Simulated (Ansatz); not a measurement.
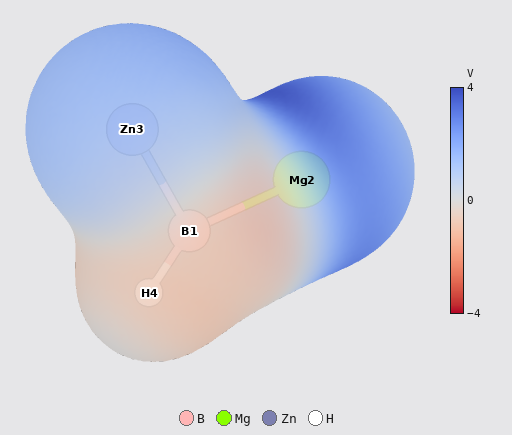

*BHMgZn (triplet). The electrostatic potential painted on the density surface at 0.004 e/bohr³, seen at a tilt; red is negative and blue positive.*

Geometry: B3LYP-D3(BJ)/def2-SVP.

The calculation used Ansatz, isolated molecule in a Gaussian basis; Kohn-Sham density functional theory, functional PBE0.

```json
{"atom": "B", "x (Å)": "-0.1944", "y (Å)": "1.0466", "z (Å)": "-0.5349"}
{"atom": "Mg", "x (Å)": "0.4792", "y (Å)": "2.7867", "z (Å)": "-1.7311"}
{"atom": "Zn", "x (Å)": "0.3343", "y (Å)": "1.5131", "z (Å)": "1.4337"}
{"atom": "H", "x (Å)": "-0.7327", "y (Å)": "-0.0388", "z (Å)": "-0.5682"}
```

Q: Which sites attract a positive test charge, and which a negative one?

A: A positive charge is drawn to the negative regions and a negative charge to the positive ones. The most negative region (about −0.9 V) lies over H4, the most positive (about +3.7 V) over Mg2.

Q: What dipole moment does the calculation give?

A: Its dipole moment is 1.93 D.
